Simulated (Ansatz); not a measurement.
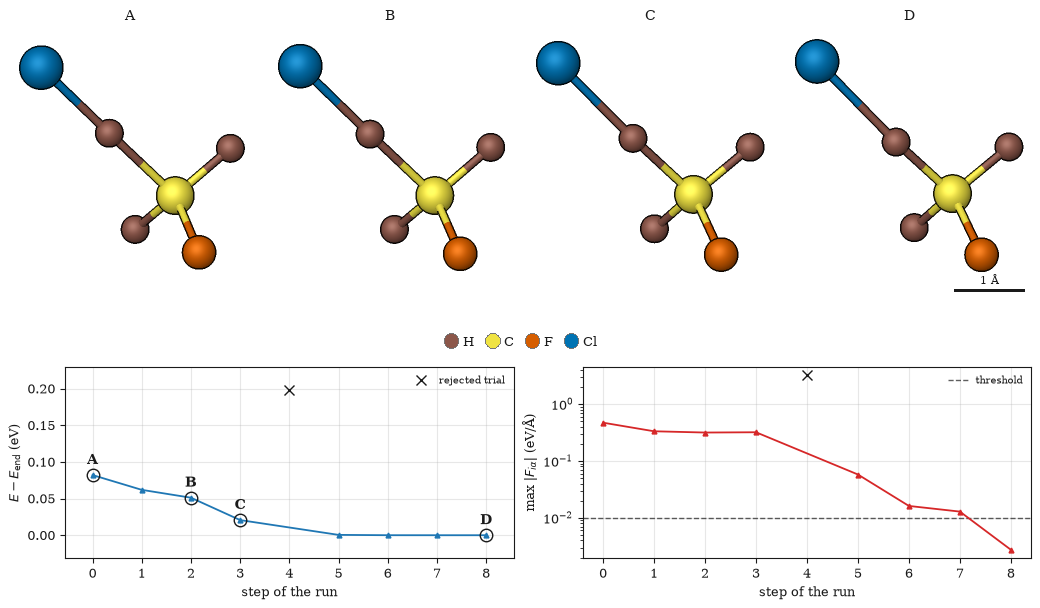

Frames of a relaxation of CH3ClF (multiplicity 2), marked on the history of the run. A ball-and-stick model, seen from a free direction.

All numbers below come from UKS PBE-D4/def2-SVP (Ansatz 0.2.0).

Input file:
```yaml
crystal:
  periodic: [false, false, false]
  atoms:
    - {symbol: H, position_ang: [-0.690174, 0.020627, -0.467229]}
    - {symbol: C, position_ang: [0.481105, 0.039106, 0.315920]}
    - {symbol: F, position_ang: [0.719770, -1.206567, 0.709118]}
    - {symbol: Cl, position_ang: [-1.890759, 0.049476, -1.279679]}
    - {symbol: H, position_ang: [0.173486, 0.692564, 1.130340]}
    - {symbol: H, position_ang: [1.206673, 0.404795, -0.408470]}
basis:
  gaussian: {orbitals: def2-SVP}
magnetization: {spin_polarized: true, initial_magnetization: 1}
hamiltonian: {xc: pbe, dispersion: d4}
relax: {f_tol: 0.01, max_steps: 60, escape_saddle: false}
```

Launched with:
```bash
ansatz run in.yaml --threads 2 --pin off --events-out ev --progress --plain --max-ram 4352MiB
```

**Describe the path.**

The energy falls by 0.082 eV in 7 accepted moves (8 points after the start). Largest force component: 0.47 eV/Å at the start, 0.0027 eV/Å at the end. The line search rejected the trial step at point 4 of the run. The atom that moves furthest after the best rigid fit is H1 (0.16 Å). Largest moves by element: H 0.16 Å, Cl 0.12 Å, C 0.06 Å, F 0.05 Å. Among the contacts that change: H1–Cl4 1.450 → 1.684 Å, H1–C2 1.409 → 1.214 Å, C2–H5 1.089 → 1.110 Å, C2–F3 1.328 → 1.348 Å. Bond angles that change, for instance: H5–C2–H6 119.0° → 114.3°. The run took 14 s on 2 threads of Intel Xeon Platinum 8375C @ 2.90GHz, on a shared host. From step 0 to 2: F and Cl atoms move most (0.03 Å), energy −0.031 eV. From step 2 to 3: H1 moves most (0.08 Å), energy −0.031 eV. From step 3 to 8: H1 moves most (0.07 Å), energy −0.021 eV.
